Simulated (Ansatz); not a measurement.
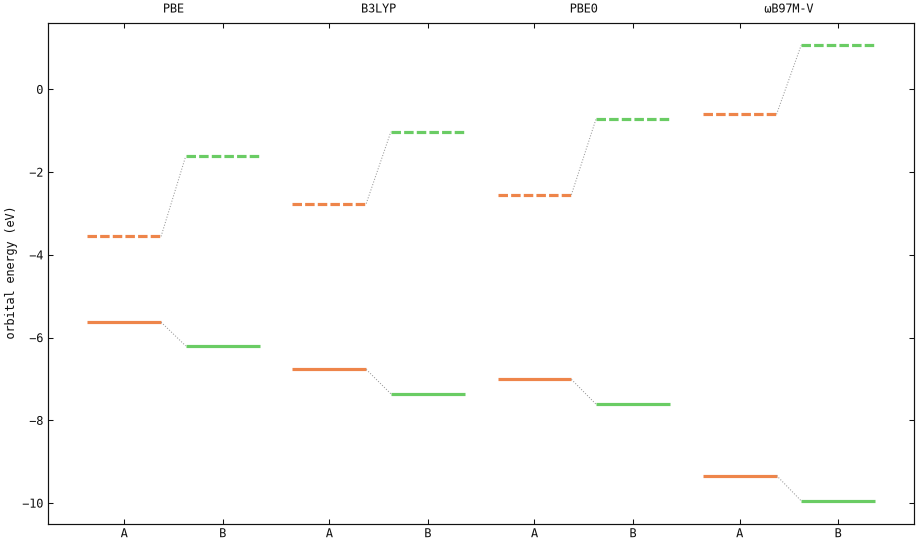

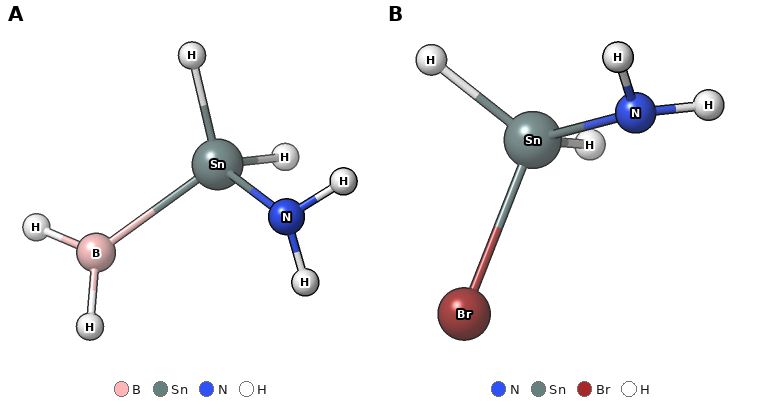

One change: A, BSnNH₆ (SMILES [BH2][SnH2][NH2]), becomes B, SnNH₄Br (SMILES [NH2][SnH2][Br]). BH₂ on Sn is replaced by Br. HOMO (solid) and LUMO (dashed) computed in def2-TZVPP at PBE0-D4/def2-TZVP geometries, both minima by their frequencies, gas phase, the Ansatz code 0.2.0. Empty levels above zero depend strongly on the basis.

Question: What does the change do to HOMO and LUMO?

Answer: PBE: the HOMO falls by 0.57 eV, the LUMO rises by 1.94 eV, and the separation goes from 2.07 to 4.58 eV. B3LYP: the HOMO falls by 0.59 eV, the LUMO rises by 1.73 eV, and the separation goes from 4.01 to 6.33 eV. PBE0: the HOMO falls by 0.60 eV, the LUMO rises by 1.83 eV, and the separation goes from 4.46 to 6.89 eV. ωB97M-V: the HOMO falls by 0.61 eV, the LUMO rises by 1.67 eV, and the separation goes from 8.73 to 11.01 eV.

Question: Do the functionals agree on the effect?

Answer: They agree on the direction for both levels; the HOMO shift lies between −0.61 and −0.57 eV and the LUMO shift between 1.67 and 1.94 eV, while the separations themselves differ by up to 6.7 eV between functionals.

Known limits of this run: core potentials past krypton; spin-orbit coupling is left out, and with Sn it can shift these values.
